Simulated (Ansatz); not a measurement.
CH$_{6}$BP···HF

The calculation's input:

```
crystal:
  periodic: [false, false, false]
  atoms:
    - { symbol: B, position_ang: [0.125979, 0.603361, -0.266214] }
    - { symbol: F, position_ang: [0.568634, -0.227665, 2.069501] }
    - { symbol: C, position_ang: [1.372185, -0.033726, -0.962417] }
    - { symbol: H, position_ang: [1.385918, -1.125257, -0.878125] }
    - { symbol: H, position_ang: [1.298521, 0.195503, -2.039221] }
    - { symbol: H, position_ang: [2.33394, 0.364686, -0.619618] }
    - { symbol: H, position_ang: [-0.942473, 0.060258, -0.265164] }
    - { symbol: P, position_ang: [0.101417, 2.458328, 0.19022] }
    - { symbol: H, position_ang: [-0.727158, 2.52431, 1.339598] }
    - { symbol: H, position_ang: [1.351305, 2.655687, 0.829801] }
    - { symbol: H, position_ang: [0.325732, 0.671616, 2.095538] }
basis:
  gaussian: { orbitals: "6-31G*" }
hamiltonian:
  xc: pbe0
  dispersion: d4
relax:
  f_tol: 0.03
  max_steps: 50
output:
  orbitals: {}
```

Command:

```sh
ansatz run input.yaml --threads 1 --pin off --max-ram 2048MiB --backend cpu --events-out ev --progress --plain --runs-dir out
```

The fields are those of the run's last geometry, not of the input's.

All numbers below come from RKS PBE0-D4/6-31G* in Ansatz 0.2.0.

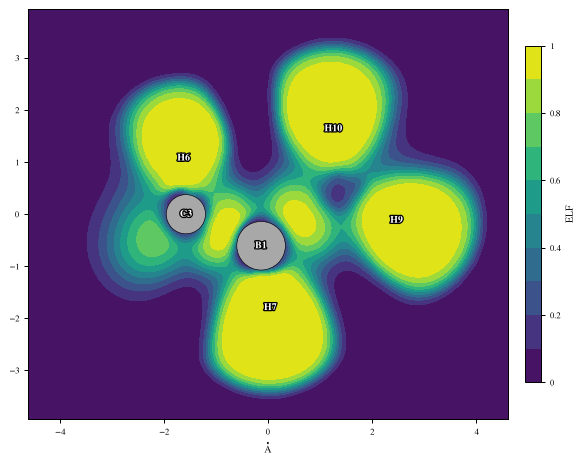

Figure 1. ELF on the plane of atoms C3, B1 and H7. Grey discs cover the atomic cores.

What does the map show?

Answer.
- Atoms in the plane: B, C and H.
- C–B (1.57 Å): the ELF peaks at about 1 between the atoms (localised, covalent bonding).
- C–H (1.10 Å): the ELF climbs to about 1 towards the hydrogen, as it does in any bond to H; a covalent bond by its length.
- B–H (1.20 Å): the ELF climbs to about 1 towards the hydrogen; an ordinary covalent bond to hydrogen.

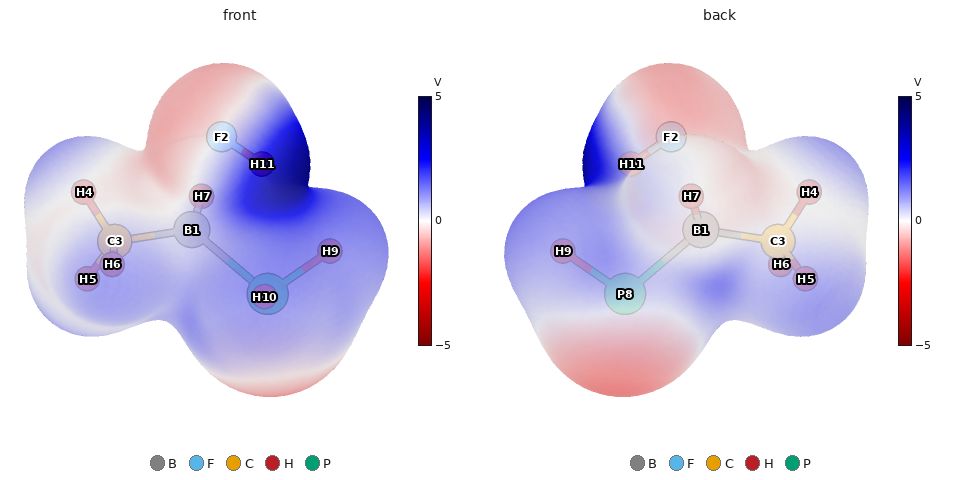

Figure 2. The electrostatic potential painted on the density surface at 0.004 e/bohr³, seen from the front and from behind; red is negative and blue positive.

Which sites attract a positive test charge, and which a negative one?

Answer. A positive charge is drawn to the negative regions and a negative charge to the positive ones. The most negative region (about −1.2 V, or −28 kcal/mol for a unit charge) lies over P8, the most positive (about +4.2 V, or +97 kcal/mol for a unit charge) over H11.

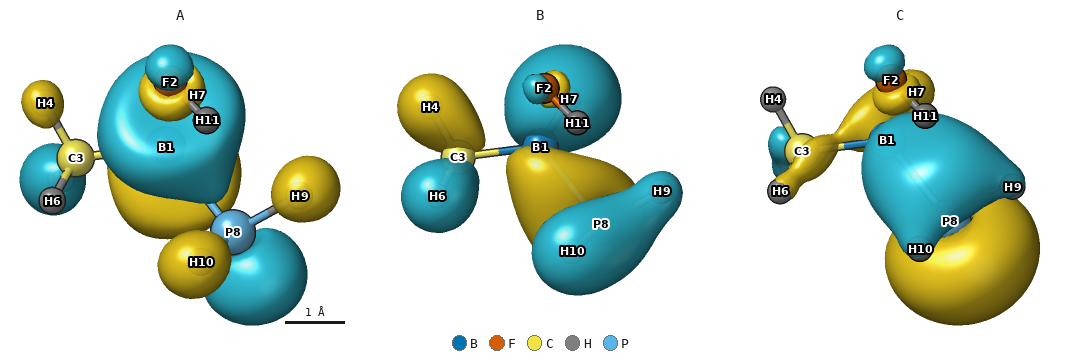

Figure 3. Three frontier orbitals at ±0.1 Å⁻³ᐟ² (yellow and cyan are the two phases), in no order.

Order the three orbitals by energy and name them.

Answer. B is the HOMO−1 (−8.92 eV). By Hirshfeld shares it lies mainly on P8 (about 30 %), B1 (about 25 %), H7 (about 20 %), C3 (about 10 %) and H10 (about 10 %). C is the HOMO (−7.19 eV). It lies mainly on P8 (about 70 %) and B1 (about 15 %); largely a lone pair of P8. A is the LUMO (−0.37 eV). By Hirshfeld shares it lies mainly on B1 (about 45 %), P8 (about 20 %), F2 (about 5 %) and C3 (about 5 %).

What is the HOMO–LUMO gap?

Answer. 6.82 eV between the orbital energies.

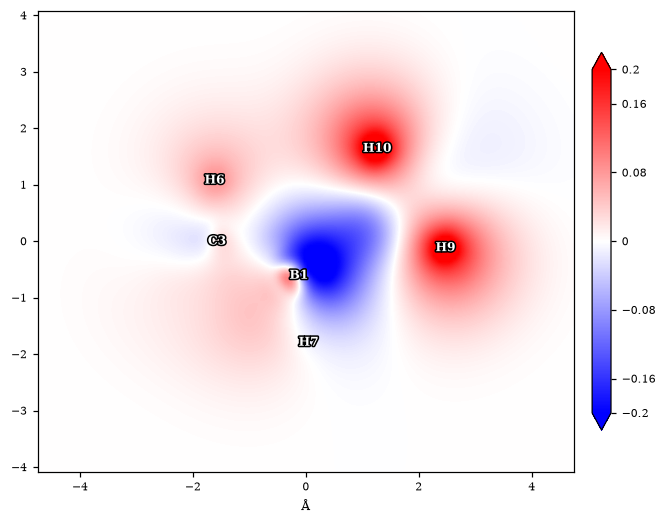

Figure 4. The LUMO on the plane of atoms C3, B1 and H7 (values in Å⁻³ᐟ²; the overall sign is arbitrary).

Where does this orbital lie, and at what energy?

Answer. By Hirshfeld shares it lies mainly on B1 (about 45 %), P8 (about 20 %), F2 (about 5 %) and C3 (about 5 %). Its energy is −0.37 eV.
